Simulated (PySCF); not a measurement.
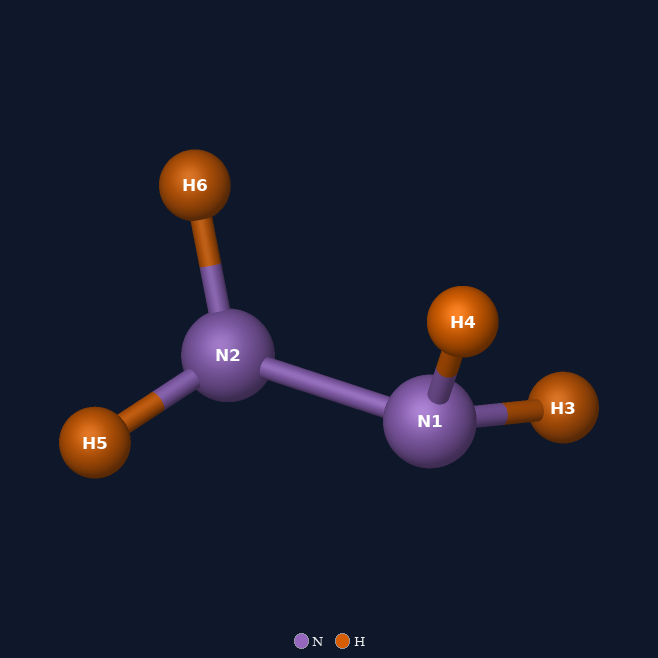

The geometry was computed by an optimisation with PBE0-D3(BJ)/def2-TZVP. No frequency run is at hand to confirm it as a minimum. Method: delta-SCF UKS SCAN, pcX-3 on the ionised atom, pcseg-2 elsewhere, spin-free X2C (PySCF 2.14.0).

Give the core-electron binding energies (to vacuum) of N1 1s.

```tsv
atom	level	binding energy (eV)
N1	1s	405.9
```
